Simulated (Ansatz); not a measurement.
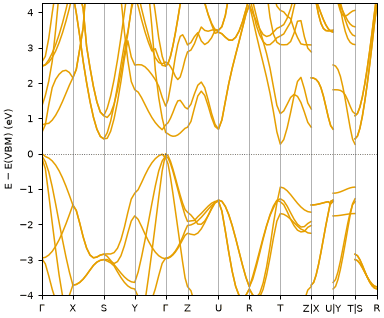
Figure. Band structure from plane-wave PAW PBE (Ansatz code)

Q: Read off the gap and where the band edges lie.

A: About 0.3 eV (0.27 eV by a search for the band edges); maximum at Γ, minimum at T.

The material is SiGe in space group Pmma (No. 51; Si on 2e, Ge on 2f).

The start of the workflow was typed in or built on a structure type; neither database checked (COD, Materials Project) lists it. Whether it is the stable phase at ambient conditions was not checked. The cell was relaxed with PBE under the symmetry of its start; whether a distortion lowers the energy is not shown. Scalar-relativistic: spin–orbit coupling is off unless named, which matters more the heavier the elements.

Potentials: the later of the program's two PAW sets.
